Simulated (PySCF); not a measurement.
| atom | x (Å) | y (Å) | z (Å) |
| --- | --- | --- | --- |
| C | -3.9607 | 0.6592 | -0.4783 |
| C | -2.8668 | 0.1784 | -0.3341 |
| C | -1.6085 | -0.4139 | -0.1571 |
| N | -0.5390 | 0.2716 | -0.3188 |
| C | 0.6911 | -0.2420 | -0.1615 |
| F | 0.7971 | -1.5564 | 0.1870 |
| C | 1.8078 | 0.4912 | -0.3353 |
| C | 3.1543 | -0.0349 | -0.1708 |
| O | 4.1597 | 0.6128 | -0.3254 |
| H | -4.9132 | 1.0829 | -0.6050 |
| H | -1.6178 | -1.4741 | 0.1212 |
| H | 1.6933 | 1.5276 | -0.6117 |
| H | 3.1983 | -1.1018 | 0.1146 |

Geometry: GFN2-xTB.

These are results of PBE0/pcSseg-1, SCF density, gas phase, non-relativistic in PySCF 2.14.0, not measurements.

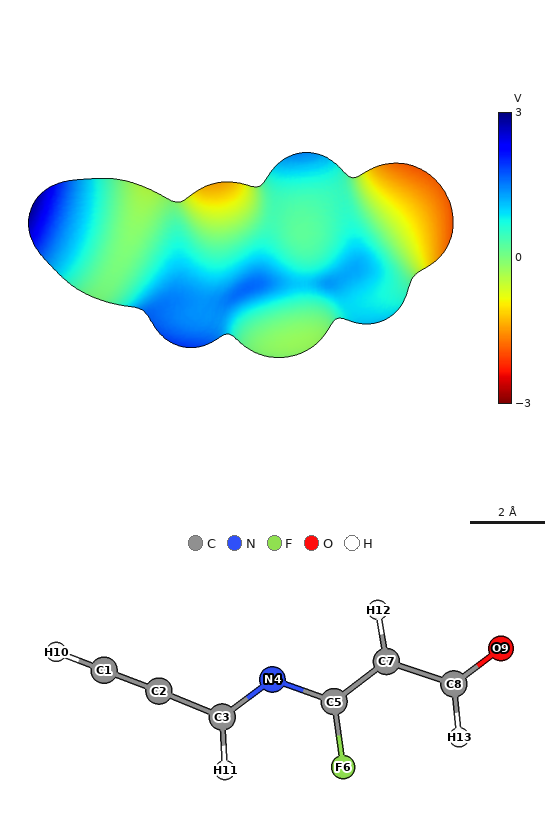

C6H4FNO (SMILES C#C/C=N/C(F)=C/C=O). The electrostatic potential painted on the density surface at 0.004 e/bohr³, seen across its widest extent; red is negative and blue positive. The bare structure is drawn below in the same view.

Question: Where is the surface potential most negative and most positive?

Answer: The most negative region (about −1.9 V) lies over O9, the most positive (about +2.7 V) over H10. O9 is the likeliest acceptor of a hydrogen bond.
